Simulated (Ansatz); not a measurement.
Consider C2H5ClF2Si (SMILES CC(F)[SiH](F)Cl).

Input file:

```
crystal:
  periodic: [false, false, false]
  atoms:
    - { symbol: C, position_ang: [0.86, -1.1852, -0.4487] }
    - { symbol: C, position_ang: [0.5358, 0.1382, 0.3126] }
    - { symbol: F, position_ang: [-0.74857, 0.43323, 0.0133] }
    - { symbol: Si, position_ang: [1.53922, 1.5898, -0.01653] }
    - { symbol: F, position_ang: [3.12517, 1.2604, 0.17987] }
    - { symbol: Cl, position_ang: [1.06533, 3.21042, 1.16947] }
    - { symbol: H, position_ang: [0.1618, -1.9412, -0.1432] }
    - { symbol: H, position_ang: [1.8689, -1.4719, -0.2674] }
    - { symbol: H, position_ang: [0.7044, -0.9783, -1.498] }
    - { symbol: H, position_ang: [0.55945, -0.05834, 1.39043] }
    - { symbol: H, position_ang: [1.39524, 2.10892, -1.48467] }
basis:
  gaussian: { orbitals: def2-SVP }
hamiltonian:
  xc: hf
relax:
  f_tol: 0.015
  max_steps: 40
output:
  orbitals: {}
```

Command:

```sh
ansatz run input.yaml --threads 2 --pin off --max-ram 3072MiB --backend cpu --events-out ev --progress --plain --runs-dir out
```

The fields are those of the relaxed geometry.

All numbers below come from RHF/def2-SVP in Ansatz.

**Predict the electron density and electron localisation function between the atoms.**

C–C (1.52 Å): ρ is about 1.8 e/Å³ halfway; the ELF peaks at about 1 between the atoms: a covalent bond.
C–Si (1.89 Å): the density is about 1.1 e/Å³ at the midpoint; the ELF peaks at about 1 between the atoms, as expected for a covalent bond.
Si–Cl (2.05 Å): ρ is about 0.9 e/Å³ halfway; the ELF peaks at about 0.90 between the atoms (a shared but strongly polarised pair).
C–H (1.09 Å): ρ at the midpoint is about 2 e/Å³; the ELF climbs to about 1 towards the hydrogen, as it does in any bond to H: a covalent bond by its length.

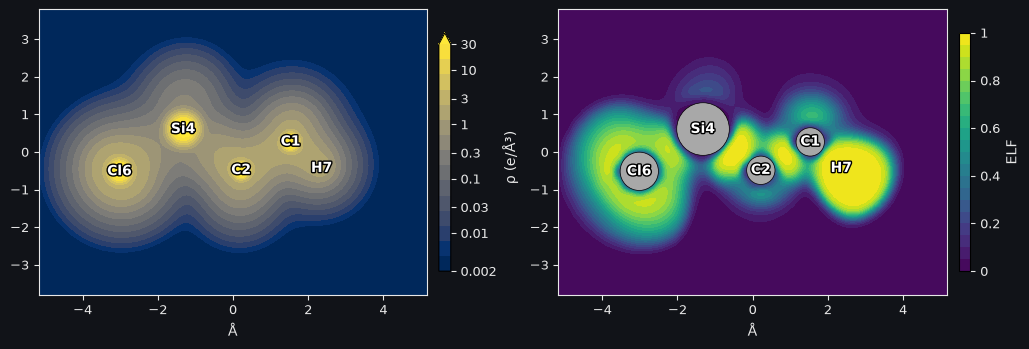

Computed electron density and electron localisation function on the plane of atoms C2, C1 and H7, in this order. Grey discs cover the atomic cores in the ELF map. 
